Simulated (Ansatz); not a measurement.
Pulling on the Cd1–F2 bond in CdFI (SMILES [F][Cd][I]) (multiplicity 1 held, fragments rigid). Energies count from the point at 1.953 Å.
Geometry at that point (charge 0, multiplicity 1):
```xyz
3

Cd     0.0000     0.0000    -1.0853
F      0.0000     0.0000    -3.0387
I      0.0000     0.0000     1.4989
```

R- and RO- levels are restricted; in cc, def2 and unpolarised 6-31G sets they are followed outwards from rest. Unrestricted levels (U-) break spin symmetry where that is lower. Active spaces are followed from a long bond inwards. Curves can end on different states.

Cores are frozen in the correlated methods. Filled d and f shells under p-block atoms count as core.

Programs: Ansatz (Gaussian basis) for Hartree–Fock, density functionals and correlated methods. Values without a source in brackets are computed. In def2 rows elements past Kr take small-core potentials, without spin–orbit coupling.

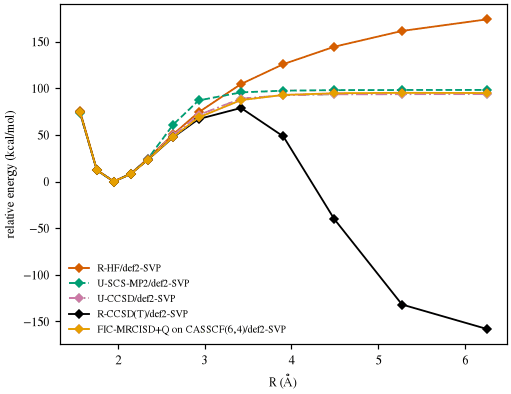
Figure. Relative energy along the coordinate

Read off the R-HF/def2-SVP curve at R = 5.274.

about 160 kcal/mol

Doubts at one or more of the structures used: a restricted determinant that unrestricted orbitals would lower (R-HF/def2-SVP, R-CCSD(T)/def2-SVP); a spin-contaminated determinant (U-SCS-MP2/def2-SVP, U-CCSD/def2-SVP); other coupled-cluster roots lie near (U-CCSD/def2-SVP, R-CCSD(T)/def2-SVP); T1 above 0.05 (U-CCSD/def2-SVP, R-CCSD(T)/def2-SVP); the program's own flag: other amplitudes (U-CCSD/def2-SVP); active orbitals that take no part (FIC-MRCISD+Q on CASSCF(6,4)/def2-SVP).

Ansatz is an electronic-structure program.
